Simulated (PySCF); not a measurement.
# C3H15BN2Si: what the fields show

Input

```
{"job": {"kind": "nmr", "xc": "PBE0", "basis": "pcSseg-1"}, "charge": 0, "multiplicity": 1}
C      2.471333    -1.064876    -0.152940
C      1.609033     0.179707     0.069125
B      0.129712    -0.098647     0.689446
N     -0.713056     1.140694     0.846813
Si    -0.892873     2.464034    -0.210301
N     -0.669703    -0.964326    -0.494503
C     -1.998254    -1.431354    -0.118431
H      3.485744    -0.796745    -0.447377
H      2.066140    -1.704841    -0.938745
H      2.529314    -1.650377     0.762351
H      2.149550     0.838799     0.751216
H      1.533756     0.729108    -0.874512
H      0.120581    -0.785009     1.663343
H     -1.041495     1.295137     1.785541
H      0.197438     3.451578    -0.258992
H     -2.141142     3.142447     0.162345
H     -1.042614     1.920232    -1.582126
H     -0.735192    -0.292284    -1.254298
H     -0.070546    -1.733926    -0.776803
H     -2.523454    -1.897339    -0.954591
H     -1.907342    -2.147917     0.695110
H     -2.567341    -0.574711     0.236693
```

Run with:

```sh
OMP_NUM_THREADS=1 python probes_run.py task.json out
```

Geometry: GFN2-xTB.

Computed with PySCF, PBE0/pcSseg-1, SCF density, gas phase, non-relativistic.

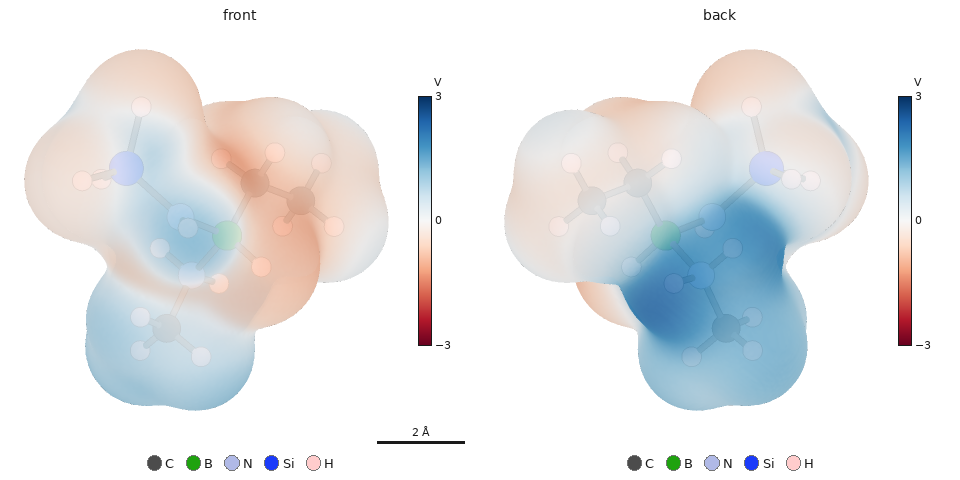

Figure 1. The molecular electrostatic potential painted on the density surface at 0.002 e/bohr³, seen from the front and from behind; red is negative and blue positive.

Describe the electrostatic potential map.

The most negative region (about −1.1 V) lies over N4, the most positive (about +2.2 V) over H19. N4 is the likeliest acceptor of a hydrogen bond.

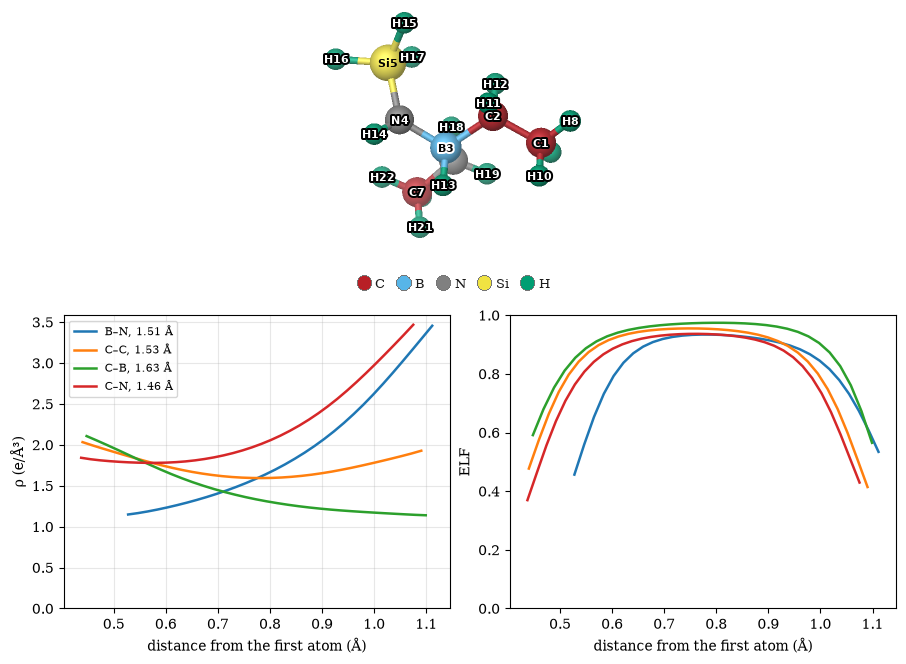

Figure 2. Total electron density and electron localisation function along straight lines between neighbouring atoms. The curves leave out the atomic cores. The structure is drawn too.

What can be read from the curves?

B–N (1.51 Å): ρ is about 1.5 e/Å³ halfway; the ELF peaks at about 0.95 between the atoms, as expected for a shared but strongly polarised pair.
C–C (1.53 Å): the density is about 1.6 e/Å³ at the midpoint; the ELF peaks at about 0.95 between the atoms: localised, covalent bonding.
C–B (1.63 Å): ρ at the midpoint is about 1.3 e/Å³; the ELF peaks at about 1 between the atoms: a covalent bond.
C–N (1.46 Å): ρ is about 1.9 e/Å³ halfway; the ELF peaks at about 0.95 between the atoms, as expected for a shared electron pair.
